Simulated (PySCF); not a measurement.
## Electronic structure of C$_{8}$H$_{5}$ (doublet) in real space

```yaml
atoms:
  - { symbol: C, position_ang: [2.2019, -3.8833, -1.2027] }
  - { symbol: C, position_ang: [1.3992, -3.0124, -0.9791] }
  - { symbol: C, position_ang: [0.4932, -2.0360, -0.7283] }
  - { symbol: C, position_ang: [-0.3256, -1.1711, -0.5073] }
  - { symbol: C, position_ang: [-1.2786, -0.1646, -0.2490] }
  - { symbol: C, position_ang: [-0.9617, 1.0702, 0.0167] }
  - { symbol: C, position_ang: [-0.6190, 2.3421, 0.2794] }
  - { symbol: C, position_ang: [-0.3868, 2.8544, 1.5342] }
  - { symbol: H, position_ang: [2.9022, -4.6383, -1.3971] }
  - { symbol: H, position_ang: [-2.3181, -0.4880, -0.2875] }
  - { symbol: H, position_ang: [-0.5282, 3.0067, -0.5749] }
  - { symbol: H, position_ang: [-0.4655, 2.2358, 2.4095] }
  - { symbol: H, position_ang: [-0.1174, 3.8851, 1.6682] }
```

Geometry: GFN2-xTB.

Theory: PySCF 2.14.0, density-fitted response routines, UKS B3LYP, pcH-1 on C H, non-relativistic, mean-field spin-orbit, GIAO.

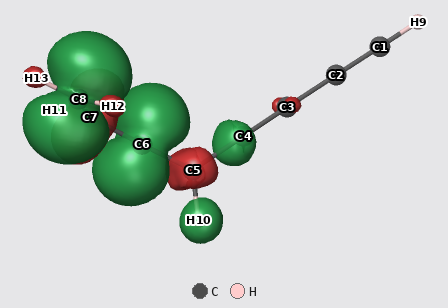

Figure 1. Isosurfaces of the spin density at +0.02 (green) and −0.02 e/Å³ (red), seen at a tilt.

Question: Which atoms carry the spin?

Answer: The unpaired spin (1 electron) lies mostly on C8 (about 0.5) and C6 (about 0.4), in electrons by Hirshfeld's partition.

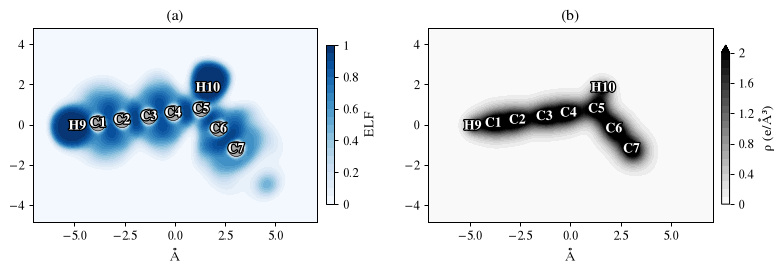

Figure 2. (a) ELF; (b) electron density on the plane of atoms C4, C5 and C6. Grey discs cover the atomic cores in the ELF map.

Question: Read the bonding off the picture.

Answer:
- The section cuts through C and H sites.
- C–C (1.21 Å): ρ is about 2.8 e/Å³ halfway; the ELF peaks at about 0.85 between the atoms: a short, multiple covalent bond.
- C–H (1.05 Å): ρ is about 2.2 e/Å³ halfway; the ELF climbs to about 1 towards the hydrogen, as it does in any bond to H; an ordinary covalent bond to hydrogen.
- C–C (1.30 Å): the density is about 2.4 e/Å³ at the midpoint; the ELF peaks at about 0.90 between the atoms; a short, multiple covalent bond.
- C–C (1.34 Å): the density is about 2.2 e/Å³ at the midpoint; the ELF peaks at about 0.95 between the atoms; a short, multiple covalent bond.

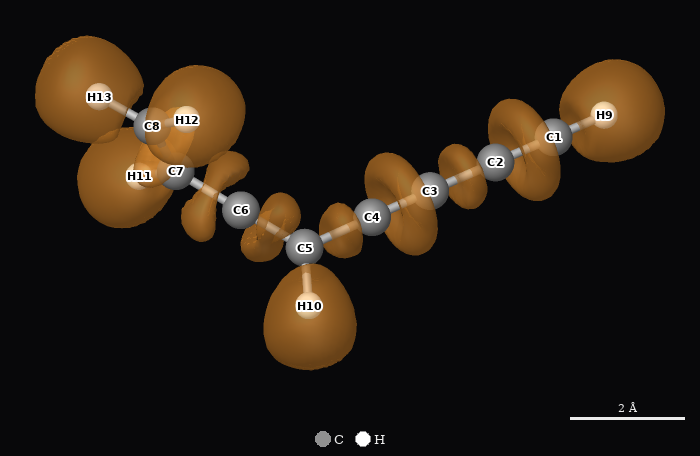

Figure 3. Isosurface of the ELF at 0.8 (orange), seen at a tilt. Core shells and regions of very low density are left out.

Question: What do the ELF domains correspond to?

Answer: The ELF exceeds this value in seven regions between bonded C–C atoms (shared pairs) and five regions around hydrogen nuclei.
